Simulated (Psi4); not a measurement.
# BLYP/aug-cc-pVDZ run of SiH2O2 (SMILES O[Si]O)

What is the vertical ionisation energy of SiH2O2 at BLYP/aug-cc-pVDZ? Input form: a QCSchema input.

Program for the calculation: Psi4 1.11.

1 further run of the same task is left out (set aside as unsound or not needed).

### Step 1. The system as given

The species is SiH2O2 (5 atoms), meant as a singlet with charge 0. SMILES: `O[Si]O`. The shape is that of a PBE0-D4/def2-TZVP optimisation. This is one conformer, not always the lowest.

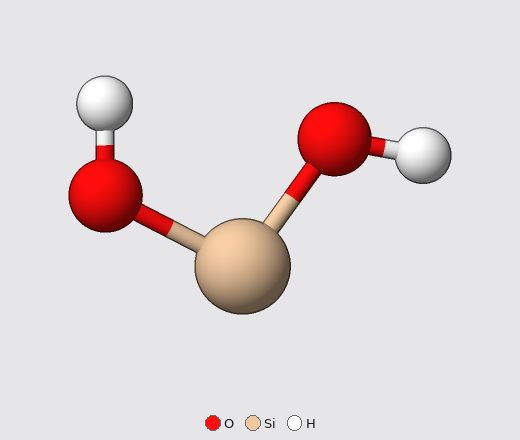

Viewed from a chosen angle; oxygen red, silicon light orange, hydrogen white.

### Step 2. A single-point energy at BLYP/aug-cc-pVDZ

Contents of input.json:

```json
{
  "schema_name": "qcschema_input",
  "schema_version": 1,
  "molecule": {
    "schema_name": "qcschema_molecule",
    "schema_version": 2,
    "symbols": ["O", "Si", "O", "H", "H"],
    "geometry": [-2.72725274, -0.19955508, -0.51967468, -0.40062194, -1.49534028, 1.07279752, 1.95775627, 0.35432365, 0.12963521, -2.32795361, 1.22624328, -1.58000001, 3.59255834, -0.02475541, 0.8190073],
    "molecular_charge": 0,
    "molecular_multiplicity": 1,
    "fix_symmetry": "c1"
  },
  "driver": "energy",
  "model": {
    "method": "blyp",
    "basis": "aug-cc-pVDZ"
  },
  "keywords": {
    "puream": true,
    "e_convergence": 1e-09,
    "d_convergence": 1e-08,
    "scf_type": "pk",
    "dft_radial_points": 99,
    "dft_spherical_points": 590
  }
}
```

Started as:

```sh
$ psi4 --qcschema input.json -n 1 --memory 2200MB
```

stdout:

```text
[...]
  Running in c1 symmetry.
[...]
  Nuclear repulsion =  103.646253707904961
[...]
  Multiplicity = 1
[...]
  Nalpha       = 16
  Nbeta        = 16
[...]
    Number of basis functions: 91
[...]
   @RKS iter   1:  -440.69067899697643    3.36026e-03   1.26747e-02 DIIS/ADIIS
[...]
   @RKS iter  12:  -441.20501728518093   -2.10321e-12   6.50137e-09 DIIS
[...]
    Orbital Energies [Eh]
    ---------------------
    Doubly Occupied:
       1A    -65.535155     2A    -18.818350     3A    -18.811581
       4A     -5.094669     5A     -3.516794     6A     -3.514776
       7A     -3.510304     8A     -0.940740     9A     -0.914614
      10A     -0.517130    11A     -0.475228    12A     -0.357714
      13A     -0.329356    14A     -0.319969    15A     -0.289079
      16A     -0.220069
[...]
  @RKS Final Energy:  -441.20501728518093
   => Energetics <=
    Nuclear Repulsion Energy =            103.6462537079049611
    One-Electron Energy =                -815.5792436997111281
    Two-Electron Energy =                 309.5577697429162072
    DFT Exchange-Correlation Energy =     -38.8297970362909624
    Empirical Dispersion Energy =           0.0000000000000000
    VV10 Nonlocal Energy =                  0.0000000000000000
    Total Energy =                       -441.2050172851809293
[...]
 Multipole Moments:
 ------------------------------------------------------------------------------------
     Multipole            Electronic (a.u.)      Nuclear  (a.u.)        Total (a.u.)
 ------------------------------------------------------------------------------------
 L = 1.  Multiply by 2.5417464519 to convert [e a0] to [Debye]
 Dipole X            :         -0.3400748            0.9827718            0.6426970
 Dipole Y            :         -0.9709312            1.2000747            0.2291435
 Dipole Z            :          0.7054934           -0.7406014           -0.0351081
 Magnitude           :                                                    0.6832267
[...]
```

The result, in JSON:

```text
{
 "driver": "energy",
 "model": {
  "method": "blyp",
  "basis": "aug-cc-pVDZ"
 },
 "success": true,
 "return_result": -441.20501728518093,
 "properties": {
  "calcinfo_nbasis": 91,
  "calcinfo_nmo": 91,
  "calcinfo_nalpha": 16,
  "calcinfo_nbeta": 16,
  "calcinfo_natom": 5,
  "nuclear_repulsion_energy": 103.64625370790496,
  "return_energy": -441.20501728518093,
  "scf_one_electron_energy": -815.5792436997111,
  "scf_two_electron_energy": 309.5577697429162,
  "scf_xc_energy": -38.82979703629096,
  "scf_dipole_moment": [0.642696952934584, 0.22914354373027213, -0.03510808610114935],
  "scf_total_energy": -441.20501728518093,
  "scf_iterations": 12
 }
}
```

It took 9 s on 1 thread of Intel Xeon 6975P-C (Granite Rapids), shared host; peak memory 1.2 GiB.

### Step 3. The doublet cation, same level

Changes to input.json since step 2:

```diff
@@ -8,4 +8,4 @@
     "geometry": [-2.72725274, -0.19955508, -0.51967468, -0.40062194, -1.49534028, 1.07279752, 1.95775627, 0.35432365, 0.12963521, -2.32795361, 1.22624328, -1.58000001, 3.59255834, -0.02475541, 0.8190073],
-    "molecular_charge": 0,
-    "molecular_multiplicity": 1,
+    "molecular_charge": 1,
+    "molecular_multiplicity": 2,
     "fix_symmetry": "c1"
@@ -18,2 +18,3 @@
   "keywords": {
+    "reference": "uks",
     "puream": true,
@@ -23,3 +24,4 @@
     "dft_radial_points": 99,
-    "dft_spherical_points": 590
+    "dft_spherical_points": 590,
+    "maxiter": 100
   }
```

Started as:

```sh
$ psi4 --qcschema input.json -n 1 --memory 2200MB
```

stdout:

```text
[...]
  Running in c1 symmetry.
[...]
  Nuclear repulsion =  103.646253707904961
[...]
  Multiplicity = 2
[...]
  Nalpha       = 16
  Nbeta        = 15
[...]
    Number of basis functions: 91
[...]
   @UKS iter   1:  -440.37696007543968    3.17079e-01   1.21067e-02 DIIS/ADIIS
[...]
   @UKS iter  13:  -440.85798696635453   -2.67164e-12   4.00781e-09 DIIS
[...]
   @S^2 Observed:                7.524981255E-01
[...]
    Orbital Energies [Eh]
    ---------------------
    Alpha Occupied:
       1A    -65.874182     2A    -19.098208     3A    -19.066600
       4A     -5.426796     5A     -3.848945     6A     -3.847133
       7A     -3.845085     8A     -1.205605     9A     -1.168906
      10A     -0.780096    11A     -0.730173    12A     -0.634828
      13A     -0.584076    14A     -0.562467    15A     -0.536750
      16A     -0.528982
    Alpha Virtual:
      17A     -0.345349    18A     -0.261131    19A     -0.218866
      20A     -0.169930    21A     -0.149739    22A     -0.130289
      23A     -0.112650    24A     -0.081841    25A     -0.074965
[...]
  @UKS Final Energy:  -440.85798696635453
   => Energetics <=
    Nuclear Repulsion Energy =            103.6462537079049611
    One-Electron Energy =                -806.5664192897502289
    Two-Electron Energy =                 300.5964183218890753
    DFT Exchange-Correlation Energy =     -38.5342397063983597
    Empirical Dispersion Energy =           0.0000000000000000
    VV10 Nonlocal Energy =                  0.0000000000000000
    Total Energy =                       -440.8579869663545310
[...]
 Multipole Moments:
 ------------------------------------------------------------------------------------
     Multipole            Electronic (a.u.)      Nuclear  (a.u.)        Total (a.u.)
 ------------------------------------------------------------------------------------
 L = 1.  Multiply by 2.5417464519 to convert [e a0] to [Debye]
 Dipole X            :         -0.1992230            0.9827718            0.7835488
 Dipole Y            :         -1.6963916            1.2000747           -0.4963169
 Dipole Z            :          1.3250462           -0.7406014            0.5844447
 Magnitude           :                                                    1.0962914
[...]
```

The result, in JSON:

```text
{
 "driver": "energy",
 "model": {
  "method": "blyp",
  "basis": "aug-cc-pVDZ"
 },
 "success": true,
 "return_result": -440.85798696635453,
 "properties": {
  "calcinfo_nbasis": 91,
  "calcinfo_nmo": 91,
  "calcinfo_nalpha": 16,
  "calcinfo_nbeta": 15,
  "calcinfo_natom": 5,
  "nuclear_repulsion_energy": 103.64625370790496,
  "return_energy": -440.85798696635453,
  "scf_one_electron_energy": -806.5664192897502,
  "scf_two_electron_energy": 300.5964183218891,
  "scf_xc_energy": -38.53423970639836,
  "scf_dipole_moment": [0.7835487909662854, -0.49631685846472484, 0.5844447471214375],
  "scf_total_energy": -440.85798696635453,
  "scf_iterations": 13
 }
}
```

It took 14 s on 1 thread of Intel Xeon 6975P-C (Granite Rapids), shared host; peak memory 1.1 GiB.

### Step 4. Results

At BLYP/aug-cc-pVDZ:

```
                                          quantity          value
                      singlet SiH2O2: total energy  -441.20502 Eh
                     singlet SiH2O2: dipole moment         1.74 D
                       singlet SiH2O2: HOMO energy       -5.99 eV
                       singlet SiH2O2: LUMO energy       -1.97 eV
                     singlet SiH2O2: HOMO–LUMO gap        4.02 eV
                      doublet cation: total energy  -440.85799 Eh
doublet cation: HOMO energy (highest over α and β)      -14.39 eV
 doublet cation: LUMO energy (lowest over α and β)      -12.89 eV
                              doublet cation: ⟨S²⟩          0.752
vertical ionisation energy (to the doublet cation)       9.443 eV
```

**Reading.** Removing an electron at fixed nuclei costs 9.44 eV (911 kJ/mol). The negative HOMO energy of the first species, 5.99 eV, lies 3.45 eV below that difference.
